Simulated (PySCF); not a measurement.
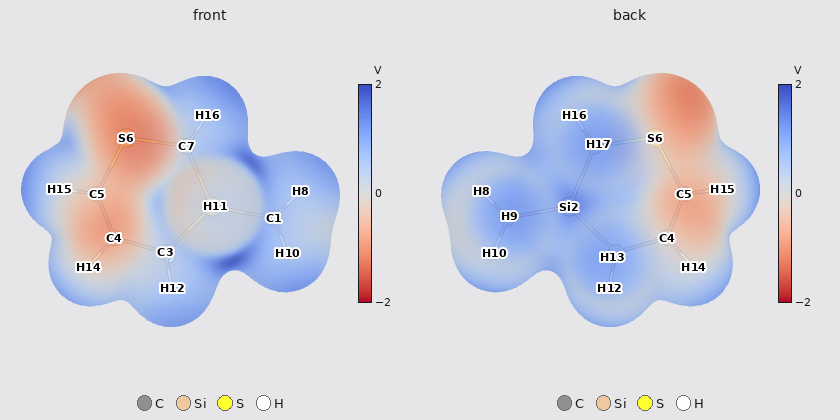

Figure 1: C$_{5}$H$_{10}$SSi. The electrostatic potential painted on the density surface at 0.004 e/bohr³, seen from the front and from behind; the colour scale runs from red (negative) to blue (positive).

Geometry: GFN2-xTB.

These are results of PBE0/pcSseg-1, SCF density, gas phase, non-relativistic (PySCF), not measurements.

```xyz
17

C     2.2038   -1.1918   -0.1582
Si    0.6732   -0.3044    0.5236
C    -0.9167   -0.9509   -0.2968
C    -2.1004   -0.0614   -0.0822
C    -2.1165    1.2175    0.2710
S    -0.8203    2.3389    0.6206
C     0.7007    1.5308    0.0276
H     3.1126   -0.8045    0.2892
H     2.2915   -1.0819   -1.2347
H     2.1577   -2.2526    0.0623
H     0.5951   -0.3972    1.9888
H    -1.1682   -1.9490    0.0675
H    -0.7582   -1.0627   -1.3754
H    -3.0638   -0.5287   -0.2516
H    -3.0573    1.7332    0.3990
H     1.5086    2.0940    0.4881
H     0.7511    1.6827   -1.0497
```

**Where is the surface potential most negative and most positive?**

The most negative region (about −1.2 V) lies over S6, the most positive (about +1.6 V) over Si2.
